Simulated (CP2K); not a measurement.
# Si3H7O (SMILES [SiH3]O[SiH][SiH3]) at PM6

What is the energy change on altering one bond length of Si3H7O at PM6? 

Program for the calculation: CP2K 2026.2.

### 1 The structure to begin with

Si3H7O: 11 atoms, total charge 0, spin state doublet. As SMILES, `[SiH3]O[SiH][SiH3]`. Geometry: relaxed at PBE0-D4/def2-TZVP. This is one conformer, not always the lowest.

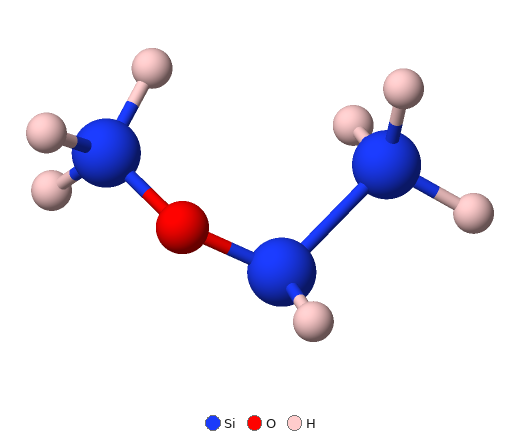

Viewed from a chosen angle; silicon blue, oxygen red, hydrogen pink.

### 2 Energy and gradient at PM6

Contents of run.inp:

```
&GLOBAL
  PROJECT run
  RUN_TYPE ENERGY_FORCE
  PRINT_LEVEL MEDIUM
&END GLOBAL
&FORCE_EVAL
  METHOD QUICKSTEP
  &DFT
    MULTIPLICITY 2
    UKS T
    &QS
      METHOD PM6
      EPS_DEFAULT 1.0E-10
      &SE
        &COULOMB
          CUTOFF [angstrom] 50
          RC_RANGE [angstrom] 0
        &END COULOMB
        &EXCHANGE
          CUTOFF [angstrom] 50
          RC_RANGE [angstrom] 0
        &END EXCHANGE
      &END SE
    &END QS
    ! cluster boundary conditions
    &POISSON
      PERIODIC NONE
      POISSON_SOLVER ANALYTIC
    &END POISSON
    &SCF
      SCF_GUESS ATOMIC
      EPS_SCF 1.0E-07
      MAX_SCF 40
      &OT
        MINIMIZER DIIS
        PRECONDITIONER FULL_ALL
      &END OT
      &OUTER_SCF
        EPS_SCF 1.0E-07
        MAX_SCF 10
      &END OUTER_SCF
    &END SCF
    ! extra output
    &PRINT
      &MOMENTS
        PERIODIC F
        REFERENCE COM
        MAX_MOMENT 1
      &END MOMENTS
      &MO_CUBES
        NLUMO 5
        NHOMO -1
        WRITE_CUBE F
      &END MO_CUBES
      &HIRSHFELD OFF
      &END HIRSHFELD
    &END PRINT
  &END DFT
  ! atoms, cell and kinds
  &SUBSYS
    &CELL
      ABC 17.5 16.4 15
      PERIODIC NONE
    &END CELL
    &COORD
      Si    -1.775300     1.202300    -0.080500
      O     -1.278100    -0.262900     0.461000
      Si    -0.175700    -1.460900     0.238300
      Si     1.969300    -0.652400    -0.238900
      H     -2.571100     1.041400    -1.323800
      H     -2.610300     1.825900     0.973100
      H     -0.596100     2.063000    -0.363900
      H     -0.221900    -2.326600     1.453100
      H      2.517500     0.255000     0.809200
      H      2.867700    -1.830200    -0.378500
      H      1.939600     0.088200    -1.528600
    &END COORD
    &TOPOLOGY
      &CENTER_COORDINATES
      &END CENTER_COORDINATES
    &END TOPOLOGY
  &END SUBSYS
  ! extra output
  &PRINT
    &FORCES ON
    &END FORCES
  &END PRINT
&END FORCE_EVAL
```

Run with:

```console
OMP_NUM_THREADS=1 cp2k.psmp run.inp > run.out
```

Log:

```text
CP2K| version string:                                       CP2K version 2026.2
[...]
 GLOBAL| Method name                                                        CP2K
[...]
 GLOBAL| Run type                                                   ENERGY_FORCE
[...]
                             - Atoms:                                         11
[...]
                             - Spherical basis functions:                     38
[...]
 Number of electrons:                                                         13
[...]
     1 OT DIIS     0.15E+00    0.0     0.11715115       -17.7544385765 -1.78E+01
[...]
    18 OT DIIS     0.15E+00    0.0     0.00000008       -22.2532972557 -6.20E-12
  *** SCF run converged in    18 steps ***
  Core-core repulsion energy [eV]:                           1175.68983171021659
  Core Hamiltonian energy [eV]:                              -943.37160025019170
  Two-electron integral energy [eV]:                        -1675.72249031879460
  Electronic energy [eV]:                                   -1781.23284540958889
  Total energy [eV]:                                         -605.54301369937230
  Atomic reference energy [eV]:                               603.63964829860049
  Heat of formation [kcal/mol]:                               -43.89265234368765
[...]
 SE_DIPOLE| Moment [Debye]         -0.82534771      -0.04060644       0.22253840
 SE_DIPOLE| Derivative [a.u.]       0.00000000       0.00000000       0.00000000
 *** WARNING in qs_scf_post_se.F:140 :: Printing of MO cube files not ***
 *** implemented for Semi-Empirical method.                           ***
 ENERGY| Total FORCE_EVAL ( QS ) energy [hartree]            -22.253297255718728
 FORCES| Atomic forces [hartree/bohr]
 FORCES|   Atom     x               y               z               |f|
 FORCES|      1 -1.81346334E-02  3.19757311E-02 -6.78379922E-03   3.73809074E-02
 FORCES|      2 -9.30030838E-03  6.94900953E-03  1.14582200E-04   1.16102368E-02
 FORCES|      3  4.71446826E-02 -1.50841850E-02  9.61279306E-04   4.95083609E-02
 FORCES|      4 -2.76576668E-02 -1.13896925E-02  5.23939843E-03   3.03664770E-02
 FORCES|      5  3.90352370E-03 -1.29182473E-03  5.56166396E-03   6.91653197E-03
 FORCES|      6  3.47902272E-03 -2.95588516E-03 -3.48337736E-03   5.74236659E-03
 FORCES|      7 -3.96790457E-03 -5.84737329E-03  2.17264981E-03   7.39299995E-03
 FORCES|      8  3.75280859E-04 -2.21800504E-03 -2.22439772E-03   3.16359405E-03
 FORCES|      9  9.44172790E-04  1.16265954E-03  1.89096577E-03   2.41225849E-03
 FORCES|     10  2.42033897E-03 -3.16846129E-03 -2.71464575E-04   3.99635844E-03
 FORCES|     11  7.93491526E-04  1.86802679E-03 -3.17750060E-03   3.77036642E-03
 FORCES| Sum     3.01841885E-16  2.77555756E-16 -1.66533454E-16
 FORCES| Total atomic force                                       4.42582323E-16
[...]
```

Run time: 1.6 s. Hardware: 1 thread of Intel Xeon 6975P-C (Granite Rapids), shared host; peak memory 0.19 GiB.

### 3 The distorted shape, same level

Contents of gas.inp:

```
&GLOBAL
 PROJECT gas
 RUN_TYPE ENERGY_FORCE
 PRINT_LEVEL MEDIUM
&END GLOBAL

&FORCE_EVAL
 METHOD QUICKSTEP
 &DFT
  CHARGE 0
  MULTIPLICITY 2
  UKS T
  ! Quickstep
  &QS
   METHOD PM6
   EPS_DEFAULT 1.0E-10
   &SE
    &COULOMB
     CUTOFF [angstrom] 50
     RC_RANGE [angstrom] 0
    &END COULOMB
    &EXCHANGE
     CUTOFF [angstrom] 50
     RC_RANGE [angstrom] 0
    &END EXCHANGE
   &END SE
  &END QS
  &POISSON
   PERIODIC NONE
   POISSON_SOLVER ANALYTIC
  &END POISSON
  &SCF
   SCF_GUESS ATOMIC
   EPS_SCF 1.0E-07
   MAX_SCF 40
   &OT ON
    MINIMIZER DIIS
    PRECONDITIONER FULL_ALL
   &END OT
   &OUTER_SCF
    EPS_SCF 1.0E-07
    MAX_SCF 10
   &END OUTER_SCF
  &END SCF
  ! extra output
  &PRINT
   &MOMENTS
    PERIODIC F
    REFERENCE COM
    MAX_MOMENT 1
   &END MOMENTS
   &MO_CUBES
    NLUMO 5
    NHOMO -1
    WRITE_CUBE F
   &END MO_CUBES
   &HIRSHFELD OFF
   &END HIRSHFELD
  &END PRINT
 &END DFT
 &SUBSYS
  ! vacuum box
  &CELL
   ABC [angstrom] 17.8 16.4 15
   PERIODIC NONE
  &END CELL
  &COORD
   Si    -2.089767     1.614566    -0.031636
   O     -1.592567     0.149366     0.509864
   Si    -0.490167    -1.048634     0.287164
   Si     1.654833    -0.240134    -0.190036
   H     -2.885567     1.453666    -1.274936
   H     -2.924767     2.238166     1.021964
   H     -0.910567     2.475266    -0.315036
   H     -0.536367    -1.914334     1.501964
   H      2.203033     0.667266     0.858064
   H      2.867700    -1.830200    -0.378500
   H      1.625133     0.500466    -1.479736
  &END COORD
  &TOPOLOGY
   &CENTER_COORDINATES
   &END CENTER_COORDINATES
  &END TOPOLOGY
 &END SUBSYS
 &PRINT
  &FORCES ON
  &END FORCES
 &END PRINT
&END FORCE_EVAL
```

Run with:

```console
OMP_NUM_THREADS=1 cp2k.psmp -i gas.inp > gas.out 2>&1
```

Log (excerpt; [...] marks lines left out):

```text
CP2K| version string:                                       CP2K version 2026.2
[...]
 GLOBAL| Method name                                                        CP2K
[...]
 GLOBAL| Run type                                                   ENERGY_FORCE
[...]
                             - Atoms:                                         11
[...]
                             - Spherical basis functions:                     38
[...]
 Number of electrons:                                                         13
[...]
     1 OT DIIS     0.15E+00    0.0     0.11506051       -17.8139268508 -1.78E+01
[...]
    24 OT DIIS     0.15E+00    0.0     0.00000007       -22.2042880157 -1.01E-11
  *** SCF run converged in    24 steps ***
  Core-core repulsion energy [eV]:                           1164.52875469319292
  Core Hamiltonian energy [eV]:                              -940.79358452201927
  Two-electron integral energy [eV]:                        -1655.88914925354402
  Electronic energy [eV]:                                   -1768.73815914879128
  Total energy [eV]:                                         -604.20940445559836
  Atomic reference energy [eV]:                               603.63964829860049
  Heat of formation [kcal/mol]:                               -13.13889015196187
[...]
 SE_DIPOLE| Moment [Debye]         -0.78430383       0.20557992       0.19214168
 SE_DIPOLE| Derivative [a.u.]       0.00000000       0.00000000       0.00000000
 *** WARNING in qs_scf_post_se.F:140 :: Printing of MO cube files not ***
 *** implemented for Semi-Empirical method.                           ***
 ENERGY| Total FORCE_EVAL ( QS ) energy [hartree]            -22.204288015659113
[...]
```

Run time: 1.8 s. Hardware: 1 thread of Intel Xeon 6975P-C (Granite Rapids), shared host; peak memory 0.19 GiB.

### 4 What came out

Level: PM6.

```
                                                           quantity           value
                                          first shape: total energy    -22.25330 Eh
                                         first shape: dipole moment          0.86 D
             first shape: heat of formation at this unrelaxed shape  -43.9 kcal/mol
                              first shape: largest force on an atom      2.546 eV/Å
                                      distorted shape: total energy    -22.20429 Eh
                                     distorted shape: dipole moment          0.83 D
         distorted shape: heat of formation at this unrelaxed shape  -13.1 kcal/mol
                          distorted shape: largest force on an atom      3.981 eV/Å
energy change with the Si4–H10 bond stretched from 1.488 to 2.009 Å        1.334 eV
```

What this shows: With the Si4–H10 bond stretched from 1.488 to 2.009 Å the energy rises by 1.33 eV (129 kJ/mol). The first shape isn't relaxed at this level, so the change isn't measured from a minimum. The largest force (first shape) is 2.55 eV/Å: the shape isn't a stationary point for this species at this level.
